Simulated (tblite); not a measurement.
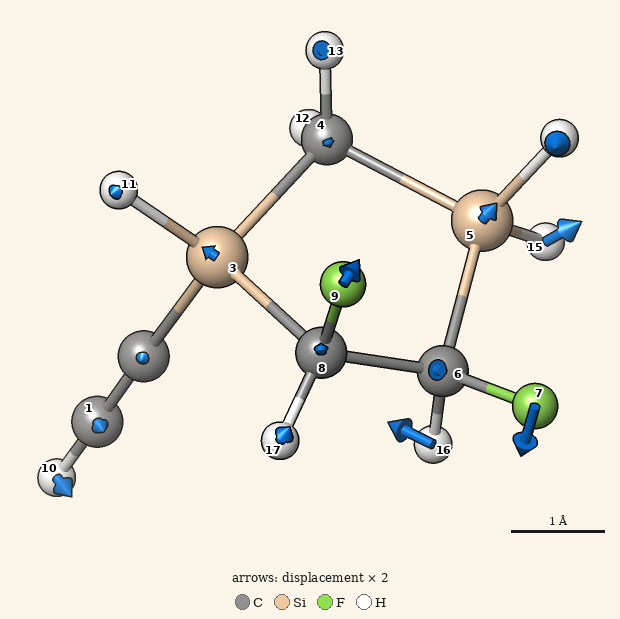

This is a relaxation of C₅H₈F₂Si₂. The starting structure is drawn; blue arrows show the displacements, magnified 2 times. The two geometries are superimposed by the best rigid fit.

Style: ball-and-stick. Shown at a tilt.

Method: GFN2-xTB geometry optimisation, gas phase in tblite. 

Describe the change and its energy.

The energy falls by 0.280 eV in 73 geometry steps. An F atom moves most after the best rigid fit: 0.38 Å. By element the largest moves are F 0.38 Å, H 0.32 Å, C 0.14 Å, Si 0.14 Å. Some distances before and after: C–Si 1.882 → 1.926 Å, C–F 1.352 → 1.388 Å, H–Si 1.493 → 1.462 Å, C–F 1.368 → 1.396 Å. Among the angles between lasting bonds that change: C–Si–C 105.7° → 97.7°, Si–C–Si 99.7° → 107.3°, C–Si–H 109.4° → 116.3°.
